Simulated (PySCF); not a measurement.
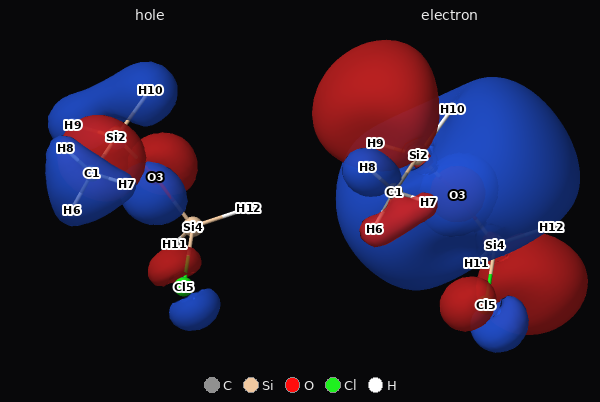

CH₇ClOSi₂, SMILES `C[SiH2]O[SiH2]Cl`. Leading natural transition orbital pair of S₂ (TDA singlet states); the surfaces enclose about 78 % of each orbital's density.

Computed with PySCF, PBE0/6-31+G*, geometry: GFN2-xTB. No frequency check shows the geometry to be a minimum. GFN2-xTB bond lengths at metals and heavier atoms can be off by up to 0.1 Å and shapes distorted, which carries into these values.

The calculation's input:

```python
import numpy as np
from pyscf import gto, scf, dft, tdscf
from pyscf.scf import atom_ks, atom_hf
from scipy.linalg import block_diag

def solve(mol, dm0=None, hcore=None):
    mf = (dft.UKS if mol.spin else dft.RKS)(mol, xc='pbe0')
    mf.grids.level = 3
    mf = mf.density_fit(auxbasis='def2-universal-jkfit')
    mf.conv_tol, mf.max_cycle = 1e-8, 80
    if hcore is not None:
        mf.get_hcore = lambda *args: hcore
    mf.kernel(dm0)
    if not mf.converged:
        mf = mf.newton().run(mf.mo_coeff, mf.mo_occ, max_cycle=30)
    assert mf.converged, 'SCF not converged'
    return mf

mol = gto.M(atom='''
C      1.98580    -1.48717    -0.01460
Si     1.93116     0.40580     0.00226
O      0.37795     0.91252     0.03929
Si    -1.22853     0.92111    -0.01962
Cl    -1.90974    -0.96537     0.01053
H      1.47216    -1.90566     0.84774
H      1.50473    -1.88993    -0.90290
H      3.00801    -1.85316     0.00066
H      2.51394     0.97297     1.21785
H      2.47719     0.98554    -1.22510
H     -1.67754     1.60942     1.18089
H     -1.60823     1.53832    -1.28182
''', basis='6-31+g*', charge=0, spin=0, verbose=4)
mf = solve(mol)
td = mf.TDA()
td.nstates, td.singlet, td.conv_tol = 6, True, 1e-5
td.kernel()
td.analyze()
x, y = np.array([p[0] for p in td.xy]), np.array([p[1] + 0 * p[0] for p in td.xy])
f, mu = td.oscillator_strength(), td.transition_dipole()
nto = [td.get_nto(state=i + 1, verbose=4) for i in range(len(td.e))]
# spherically averaged free atoms, for the promolecule
atm = atom_ks.get_atm_nrks(mol, xc='pbe0')
pro = block_diag(*[(atm[a[0]][2] * atm[a[0]][3]) @ atm[a[0]][2].T for a in mol._atom])
np.savez('result.npz', e=td.e, f=f, ok=td.converged, w=[n[0] for n in nto], nto=[n[1] for n in nto], x=x, y=y, c=mf.mo_coeff, occ=mf.mo_occ, eps=mf.mo_energy, pro=pro, mu=mu)
```

Launched as:

```sh
OMP_NUM_THREADS=1 python input.py
```

The run took 2.8 min on 1 thread of Intel(R) Xeon(R) Platinum 8259CL CPU @ 2.50GHz (Skylake/Cascade Lake), with other jobs on the host, peak memory 0.67 GiB.

Question: Where does the state lie, and where do hole and electron sit?

Answer: 7.49 eV (166 nm), f = 0.001 (very weak), partly diffuse acceptor orbital; the leading pair carries 99 %; hole on C1 (27 %), O3 (26 %) and Si2 (18 %), electron on Si2 (36 %), Si4 (26 %) and O3 (8 %) (atom shares of so diffuse an orbital are rough); their centroids lie 1.1 Å apart. In canonical orbitals it is mainly HOMO−1 → LUMO (94 %). The HOMO–LUMO gap is 8.59 eV.
